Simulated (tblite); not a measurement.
# Nudged elastic band of C$_{5}$H$_{8}$Sn

- system: C$_{5}$H$_{8}$Sn
- method: GFN2-xTB climbing-image nudged elastic band, gas phase (tblite 0.8.0)

The run did not end well.

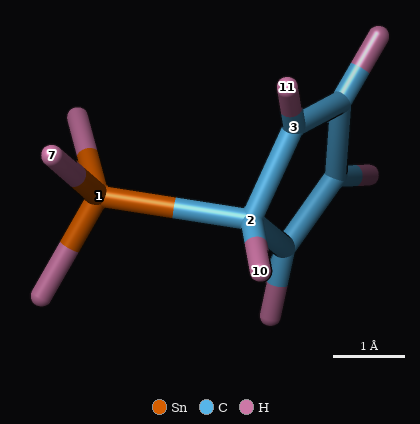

*The structure as given in the input (stick view, seen at a tilt; atoms are numbered from 1 in the order of the input). Sticks mark near contacts.*

Bond lengths as drawn: C–C 1.35 to 1.47 Å, C–H 1.07 to 1.09 Å, C–Sn 2.20 Å and H–Sn 1.66 to 1.68 Å.

**Outcome**

- outcome: not converged
- forward barrier: 0.323 eV
- hardware: 1 CPU thread, shared host
- wall time: 5.4 s
- peak memory: 0.19 GiB

**Diagnosis**

The run did not converge. At least one of its steps failed, so the values that rest on that step are not results.

**The input**
```
{"job": {"xc": "GFN2-xTB", "basis": "xTB", "kind": "neb"}, "charge": 0, "multiplicity": 1}
Sn     1.641463     0.585295    -1.071809
C     -0.404619     0.691235    -0.276806
C     -0.284414     0.603704     1.187986
C     -0.728850    -0.602471     1.589358
C     -1.208843    -1.330461     0.448920
C     -1.059777    -0.572143    -0.653889
H      2.546113     1.918224    -0.612747
H      2.401704    -0.783562    -0.513290
H      1.647275     0.547529    -2.746486
H     -0.848825     1.600995    -0.670486
H      0.094859     1.400354     1.801639
H     -0.751615    -0.973476     2.598769
H     -1.636044    -2.316461     0.495257
H     -1.361441    -0.808036    -1.658060
```

The first line tells a small driver script what to run in tblite; the rest is the geometry in Å.

Launched with:
```bash
OMP_NUM_THREADS=1 python <driver script> task.json out
```

**What the program printed**
```
image   E - E0 / eV
  0       0.0000
  1       0.0532
  2       0.3227
  3       0.0158
  4       0.2253
  5       0.0486
  6      -0.0000
```
